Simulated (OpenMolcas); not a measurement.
Multiconfigurational calculation, with input and output: Tm²⁺ complex

System: Tm²⁺ with 6 ligands (F; octahedron, 2.34 Å), neutralised by 6 outer point charges of +0.67 e, whose field is part of the energies.
Method: state-averaged CASSCF, active space 13 electrons in the shell 4f, basis ANO-RCC-VTZP on the metal and ANO-RCC-VDZP on the ligands, DKH2 scalar Hamiltonian, spin-orbit coupling by RASSI with atomic mean-field integrals (OpenMolcas).

## The input
```
&GATEWAY
Coord
7

Tm 0.0 0.0 0.0
F 2.340000 0.000000 0.000000
F 0.000000 2.340000 0.000000
F -2.340000 0.000000 0.000000
F 0.000000 -2.340000 0.000000
F 0.000000 0.000000 2.340000
F 0.000000 0.000000 -2.340000
Basis=Tm.ANO-RCC-VTZP,F.ANO-RCC-VDZP
Group=XYZ
NoMove
AngMom=0.0 0.0 0.0
AMFI
RICD
XField
3 Angstrom 0
4.940000 0.000000 0.000000 0.666667
0.000000 4.940000 0.000000 0.666667
0.000000 0.000000 4.940000 0.666667
&SEWARD
&RASSCF
FileOrb=start.orb
Symmetry=2
Spin=2
nActEl=13 0 0
Inactive=30 27
Ras2=0 7
CIRoot=7 7 1
SDav=7
CIMx=300
Iter=150 100
PrWF=0.3
OrbListing=Nothing
MaxOrb=0
LevShft=1.0
>>> COPY $Project.JobIph JOB001
&RASSI
NrOfJobIphs=1 7
1 2 3 4 5 6 7
IphNames
JOB001
EJob
SpinOrbit
DIPRint=1.0
SOCoupling=1000.0
Subsets=2
Property=9
'ANGMOM' 1 'ANGMOM' 2 'ANGMOM' 3 'MLTPL  1' 1 'MLTPL  1' 2 'MLTPL  1' 3
'AMFI' 1 'AMFI' 2 'AMFI' 3
SOProperty=3
'ANGMOM' 1 'ANGMOM' 2 'ANGMOM' 3
```

The file start.orb holds starting orbitals from an earlier step. A driver script formed the levels outside the program, from RASSI's spin-orbit matrix and the active-space energies, averaged over the components of each term or state.

Hardware: 1 thread of Arm Neoverse V2, 24 GiB of memory available, shared host.

Launched with:
```bash
OMP_NUM_THREADS=1 MOLCAS_MEM=2457 MOLCAS_PROJECT=a pymolcas a.inp > a.log  # once for each step of the input, in one work folder
```

## Output (extracts)
```
--- SEWARD ---
Basis set label: TM.ANO-RCC...8S7P5D3F2G1H.

      Electronic valence basis set:
      ------------------
      Associated Effective Charge  69.000000 au
      Associated Actual Charge     69.000000 au
      Nuclear Model: Point charge

      Shell  nPrim  nBasis  Cartesian Spherical Contaminant
         s      25       8        X
         p      22       7        X
         d      15       5                 X
         f      11       3                 X
         g       4       2                 X
         h       2       1                 X
                  Relativistic Douglas-Kroll-Hess integrals:
                    - DKH order of Hamiltonian: 2
                    - DKH order of Properties : 0
                  Atomic mean-field integrals
--- RASSCF ---
Wave function specifications:
      -----------------------------

      Number of closed shell electrons         114
      Number of electrons in active shells      13
      Max number of holes in RAS1 space          0
      Max nr of electrons in RAS3 space          0
      Number of inactive orbitals               57
      Number of active orbitals                  7
      Number of secondary orbitals             124
      Spin quantum number                      0.5
      State symmetry                             2
Orbital specifications:
      -----------------------

      Symmetry species                           1   2
                                                ag  au
      Frozen orbitals                            0   0
      Inactive orbitals                         30  27
      Active orbitals                            0   7
      RAS1 orbitals                              0   0
      RAS2 orbitals                              0   7
      RAS3 orbitals                              0   0
      Secondary orbitals                        63  61
      Deleted orbitals                           0   0
      Number of basis functions                 93  95
      Number of CSFs                             7
      Number of root(s) required                 7
      Iter CI   SX   CI       RASSCF       Energy    max ROT     max BLB   max BLB  Level Ln srch  Step   QN
          iter iter root      energy       change     param      element    value   shift minimum  type update
 Nr of preliminary CI iterations:   1
      Total energies have been shifted. Add               -14000.00 au
        1   1   14    0  -152.70285245    0.00E+00  -6.24E-02   17  72 2 -3.54E-01*  0.86   0.00    SX    NO
        2   1   14    0  -153.41480590   -7.12E-01* -1.96E-02   31  38 2  1.03E-01*  0.84   0.00    SX    NO
        3   1   15    0  -153.44979140   -3.50E-02* -1.68E-02   29  36 2 -1.16E-01*  0.66   0.00    SX    NO
        4   1   14    0  -153.45317197   -3.38E-03* -1.71E-02   31  38 2  1.33E-01*  0.82   0.00    SX    NO
        5   1   15    0  -153.45308848    8.35E-05* -1.31E-02   29  36 2 -1.42E-01*  0.63   0.50    SX   YES
        6   1   13    0  -153.46414546   -1.11E-02* -3.44E-03   33  40 2  5.89E-02*  0.77   0.72    QN   YES
        7   1   13    0  -153.46663824   -2.49E-03* -2.35E-03   33  40 2  5.90E-03*  0.73   1.19    QN   YES
        8   1   12    0  -153.46690722   -2.69E-04* -2.96E-03   27  44 2 -2.99E-03*  0.72   1.73    QN   YES
        9   1   12    0  -153.46704940   -1.42E-04*  1.11E-03   31  38 2 -3.48E-03*  0.72   1.30    QN   YES
       10   1   11    0  -153.46707225   -2.29E-05*  2.92E-04   31  38 2 -1.01E-03*  0.72   1.31    QN   YES
       11   1    9    0  -153.46707628   -4.03E-06*  1.67E-04   30  33 1 -3.23E-04*  0.73   1.35    QN   YES
       12   1    9    0  -153.46707710   -8.22E-07* -9.38E-05   31  38 2  2.45E-04*  0.73   1.32    QN   YES
       13   1    8    0  -153.46707724   -1.41E-07* -5.73E-05   31  38 2  8.08E-05   0.73   1.35    QN   YES
       14   1    7    0  -153.46707728   -3.69E-08* -4.82E-05   30  33 1  3.55E-05   0.73   1.32    QN   YES
       15   1    7    0  -153.46707730   -1.67E-08* -2.34E-05   31  38 2 -3.80E-05   0.73   1.27    QN   YES
       16   1    7    0  -153.46707730   -4.59E-09  -8.57E-06   31  38 2 -1.90E-05   0.73   1.34    QN   YES
      Convergence after 16 iterations
       17   1    7    0  -153.46707730   -1.04E-09  -8.57E-06   30  33 1 -5.03E-06   0.73   1.34    QN   YES
      Natural orbitals and occupation numbers for root  1
      sym 2:   2.000000   2.000000   2.000000   1.000000   2.000000   2.000000   2.000000
      Natural orbitals and occupation numbers for root  2
      sym 2:   2.000000   2.000000   2.000000   2.000000   2.000000   2.000000   1.000000
      Natural orbitals and occupation numbers for root  3
      sym 2:   1.000000   2.000000   2.000000   2.000000   2.000000   2.000000   2.000000
::    RASSCF root number  1 Total energy: -14153.46803731
::    RASSCF root number  2 Total energy: -14153.46803731
::    RASSCF root number  3 Total energy: -14153.46803731
::    RASSCF root number  4 Total energy: -14153.46658831
::    RASSCF root number  5 Total energy: -14153.46658831
::    RASSCF root number  6 Total energy: -14153.46658831
::    RASSCF root number  7 Total energy: -14153.46566424
--- RASSI ---
SPIN-FREE ENERGIES:
  (Shifted by EMIN (a.u.) =     -14153.4680373143)

 SF State       Relative EMIN(au)   Rel lowest level(eV)    D:o, cm**(-1)

     1             0.0000000000        0.0000000000              0.0000
     2             0.0000000000        0.0000000000              0.0000
     3             0.0000000000        0.0000000000              0.0000
     4             0.0014489994        0.0394292821            318.0186
     5             0.0014489994        0.0394292821            318.0186
     6             0.0014489994        0.0394292821            318.0186
     7             0.0023730793        0.0645747769            520.8307
     Dipole printing threshold changed to   1.00000000E+00
Eigenvalues of complex Hamiltonian:
   -----------------------------------
  (Shifted by EMIN (a.u.) =     -14153.4680373143)

 SO State       Relative EMIN(au)   Rel lowest level(eV)    D:o, cm**(-1)

     1            -0.0172796636        0.0000000000              0.0000
     2            -0.0172796636        0.0000000000              0.0000
     3            -0.0163643236        0.0249076725            200.8939
     4            -0.0163643236        0.0249076725            200.8939
     5            -0.0163643234        0.0249076777            200.8940
     6            -0.0163643234        0.0249076777            200.8940
     7            -0.0152771539        0.0544910667            439.5001
     8            -0.0152771539        0.0544910667            439.5001
     9             0.0235759174        1.1117369958           8966.7636
    10             0.0235759174        1.1117369958           8966.7636
    11             0.0235759176        1.1117369999           8966.7636
    12             0.0235759176        1.1117369999           8966.7636
    13             0.0248537069        1.1465074201           9247.2060
    14             0.0248537069        1.1465074201           9247.2060
Weights of the five most important spin-orbit-free states for each spin-orbit state.

 SO State  Total energy (au)           Spin-free states, spin, and weights
 -------------------------------------------------------------------------------------------------------
    1        -0.017280       2 0.5  0.3333    3 0.5  0.3333    1 0.5  0.3333    5 0.5  0.0000    4 0.5  0.0000
    2        -0.017280       2 0.5  0.3333    3 0.5  0.3333    1 0.5  0.3333    5 0.5  0.0000    4 0.5  0.0000
    3        -0.016364       4 0.5  0.3551    5 0.5  0.2642    1 0.5  0.2451    3 0.5  0.0914    2 0.5  0.0375
    4        -0.016364       4 0.5  0.3551    5 0.5  0.2642    1 0.5  0.2451    3 0.5  0.0914    2 0.5  0.0375
    5        -0.016364       6 0.5  0.4106    2 0.5  0.2118    3 0.5  0.1579    5 0.5  0.1531    4 0.5  0.0623
    6        -0.016364       6 0.5  0.4106    2 0.5  0.2118    3 0.5  0.1579    5 0.5  0.1531    4 0.5  0.0623
    7        -0.015277       7 0.5  0.5602    6 0.5  0.1466    4 0.5  0.1466    5 0.5  0.1466    2 0.5  0.0000
    8        -0.015277       7 0.5  0.5602    6 0.5  0.1466    4 0.5  0.1466    5 0.5  0.1466    2 0.5  0.0000
    9         0.023576       2 0.5  0.3426    3 0.5  0.2798    6 0.5  0.2474    5 0.5  0.0821    4 0.5  0.0445
   10         0.023576       2 0.5  0.3426    3 0.5  0.2798    6 0.5  0.2474    5 0.5  0.0821    4 0.5  0.0445
   11         0.023576       1 0.5  0.4138    4 0.5  0.2048    5 0.5  0.1672    3 0.5  0.1375    2 0.5  0.0747
   12         0.023576       1 0.5  0.4138    4 0.5  0.2048    5 0.5  0.1672    3 0.5  0.1375    2 0.5  0.0747
```

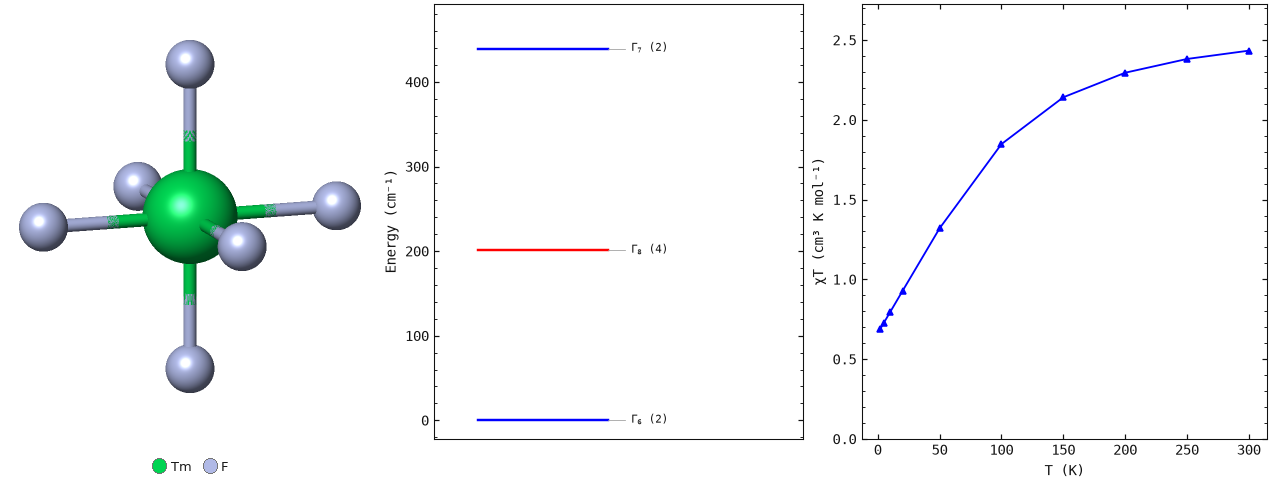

Tm²⁺ (4f¹³) with 6 ligands, F⁻, at 2.34 Å (arrangement: octahedron, Oh), neutralised by outer point charges of +0.67 e, and its levels and susceptibility. Labels give the representation in O, Td, D4 or D3 as the site allows (double group for half-integer spin) where it could be assigned and, in brackets, the degeneracy; spin-free states, where drawn, share the zero of the spin-orbit levels. Powder susceptibility by Van Vleck's formula. The ground level is Γ₆, a Kramers doublet, 100 % from states of spin multiplicity 2. Its principal g values are 2.66, 2.66 and 2.66, isotropic. The next level lies at 201 cm⁻¹ (Γ₈). The lowest J multiplet spreads over 440 cm⁻¹. χT is 0.689 cm³ K mol⁻¹ at 2 K and 2.43 at 300 K, an effective moment of 4.41 μB. The active orbitals hold 100 % metal character (Löwdin), and the Mulliken charge of the metal is +1.79.

## Results in brief

```tsv
quantity	value
outcome	converged
energy of the lowest spin-free term	−14153.46804 hartree
energy of the lowest spin-orbit level	−14153.48532 hartree
largest spread among components of a term	0.0 cm⁻¹
wall time	24 s
peak memory	0.65 GiB
```

## Notes

Without dynamic correlation the splittings between terms come out too large, often by 20 to 50 %. Caveats: distances are set from ionic radii, not optimised.
